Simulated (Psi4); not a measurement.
**BH2F (SMILES BF): PBE/cc-pVDZ (sweep point 5)**

Aim: the vertical ionisation energy of BH2F at PBE/cc-pVDZ (sweep point 5), from 2 runs. 

The calculation is run with Psi4 1.11.

### Step 1. The system as given

BH2F has 4 atoms, charge 0, and is taken as a singlet. SMILES: `BF`. Geometry: relaxed at PBE0-D4/def2-TZVP.

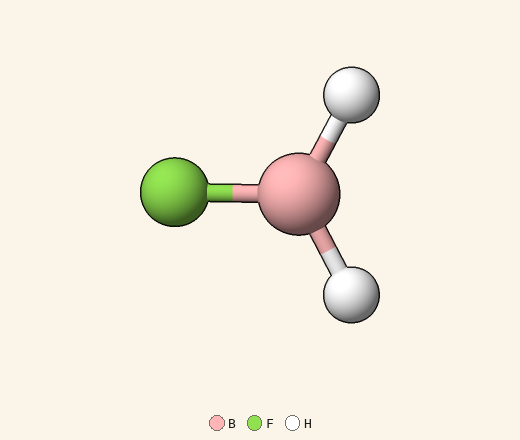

Viewed from a chosen angle; boron pink, fluorine green, hydrogen white.

### Step 2. A single-point energy at PBE/cc-pVDZ (sweep point 5)

bfh2.in

```
memory 1.6 GB

molecule {
  0 1
  B     -0.027300    -0.004000    -0.030800
  F      1.061200    -0.296700     0.649900
  H     -1.012500    -0.649100     0.186200
  H      0.034200     0.889600    -0.825600
  symmetry c1
}

set basis cc-pVDZ
set puream true
set scf_type pk
set dft_radial_points 99
set dft_spherical_points 590

E, wfn = energy("pbe", return_wfn=True)
```

Launch:

```console
$ psi4 -n 1 bfh2.in bfh2.out
```

bfh2.out:

```text
[...]
  Running in c1 symmetry.
[...]
  Nuclear repulsion =   27.175758468175218
[...]
  Multiplicity = 1
[...]
  Nalpha       = 8
  Nbeta        = 8
[...]
    Number of basis functions: 38
[...]
   @RKS iter   1:  -125.72216472209206   -3.81037e-01   8.09211e-03 DIIS/ADIIS
[...]
   @RKS iter   7:  -125.77539941585020   -7.72809e-09   3.68870e-07 DIIS
[...]
    Orbital Energies [Eh]
    ---------------------
    Doubly Occupied:
       1A    -24.294876     2A     -6.577430     3A     -1.124812
       4A     -0.503222     5A     -0.417067     6A     -0.406131
       7A     -0.395872     8A     -0.277179
[...]
  @RKS Final Energy:  -125.77539941585020
   => Energetics <=
    Nuclear Repulsion Energy =             27.1757584681752178
    One-Electron Energy =                -227.1174850556191416
    Two-Electron Energy =                  89.2766048111949857
    DFT Exchange-Correlation Energy =     -15.1102776396012608
    Empirical Dispersion Energy =           0.0000000000000000
    VV10 Nonlocal Energy =                  0.0000000000000000
    Total Energy =                       -125.7753994158502024
[...]
 Multipole Moments:
 ------------------------------------------------------------------------------------
     Multipole            Electronic (a.u.)      Nuclear  (a.u.)        Total (a.u.)
 ------------------------------------------------------------------------------------
 L = 1.  Multiply by 2.5417464519 to convert [e a0] to [Debye]
 Dipole X            :          1.7416781           -1.8791707           -0.1374926
 Dipole Y            :         -0.4685145            0.5054210            0.0369065
 Dipole Z            :          1.0893929           -1.1752995           -0.0859066
 Magnitude           :                                                    0.1662716
[...]
```

It took 2.6 s on 1 thread of AMD EPYC 9R45 (Zen 5), shared host; peak memory 0.49 GiB.

### Step 3. The doublet cation at the same level

bfh2.inp

```
memory 1.6 GB

molecule m {
  1 2
  B     -0.027300    -0.004000    -0.030800
  F      1.061200    -0.296700     0.649900
  H     -1.012500    -0.649100     0.186200
  H      0.034200     0.889600    -0.825600
  symmetry c1
}

set {
  reference uks
  puream true
  scf_type pk
  dft_radial_points 99
  dft_spherical_points 590
  maxiter 150
}

e_tot = energy('pbe/cc-pVDZ')
print_variables()
```

Launch:

```console
$ psi4 -i bfh2.inp -o bfh2.out -n 1
```

bfh2.out:

```text
[...]
  Running in c1 symmetry.
[...]
  Nuclear repulsion =   27.175758468175218
[...]
  Multiplicity = 2
[...]
  Nalpha       = 8
  Nbeta        = 7
[...]
    Number of basis functions: 38
[...]
   @UKS iter   1:  -125.31437626305799    2.67515e-02   4.39131e-03 DIIS/ADIIS
[...]
   @UKS iter   8:  -125.33556127208251   -1.61972e-09   4.94416e-07 DIIS
[...]
   @S^2 Observed:                7.531836275E-01
[...]
    Orbital Energies [Eh]
    ---------------------
    Alpha Occupied:
       1A    -24.675246     2A     -6.957102     3A     -1.486261
       4A     -0.856278     5A     -0.789308     6A     -0.762250
       7A     -0.746554     8A     -0.659176
    Alpha Virtual:
       9A     -0.397121    10A     -0.203256    11A     -0.187797
      12A     -0.116800    13A     -0.039366    14A     -0.003415
      15A     -0.002509    16A      0.093680    17A      0.245579
      18A      0.246306    19A      0.288905    20A      0.403752
      21A      0.533788    22A      0.652257    23A      0.701572
      24A      0.890889    25A      0.927885    26A      0.973745
[...]
  @UKS Final Energy:  -125.33556127208251
   => Energetics <=
    Nuclear Repulsion Energy =             27.1757584681752178
    One-Electron Energy =                -221.4185057094387332
    Two-Electron Energy =                  83.6296164501948027
    DFT Exchange-Correlation Energy =     -14.7224304810138094
    Empirical Dispersion Energy =           0.0000000000000000
    VV10 Nonlocal Energy =                  0.0000000000000000
    Total Energy =                       -125.3355612720825150
[...]
 Multipole Moments:
 ------------------------------------------------------------------------------------
     Multipole            Electronic (a.u.)      Nuclear  (a.u.)        Total (a.u.)
 ------------------------------------------------------------------------------------
 L = 1.  Multiply by 2.5417464519 to convert [e a0] to [Debye]
 Dipole X            :          0.5815661           -1.8791707           -1.2976046
 Dipole Y            :         -0.1564070            0.5054210            0.3490141
 Dipole Z            :          0.3637526           -1.1752995           -0.8115469
 Magnitude           :                                                    1.5697761
[...]
```

Wall time 3.6 s (1 thread of AMD EPYC 9R45 (Zen 5), shared host); peak memory 0.49 GiB.

### Step 4. Summary of results

At PBE/cc-pVDZ (sweep point 5):

| quantity | value |
| --- | --- |
| singlet BH2F: total energy | -125.77540 Eh |
| singlet BH2F: dipole moment | 0.42 D |
| singlet BH2F: HOMO energy | -7.54 eV |
| singlet BH2F: LUMO energy | -2.03 eV |
| singlet BH2F: HOMO–LUMO gap | 5.51 eV |
| doublet cation: total energy | -125.33556 Eh |
| doublet cation: HOMO energy (highest over α and β) | -17.94 eV |
| doublet cation: LUMO energy (lowest over α and β) | -16.42 eV |
| doublet cation: ⟨S²⟩ | 0.753 |
| vertical ionisation energy (to the doublet cation) | 11.969 eV |

**Reading.** Removing an electron at fixed nuclei costs 11.97 eV (1155 kJ/mol). −ε(HOMO) before ionisation, 7.54 eV, is 4.43 eV below this ionisation energy.
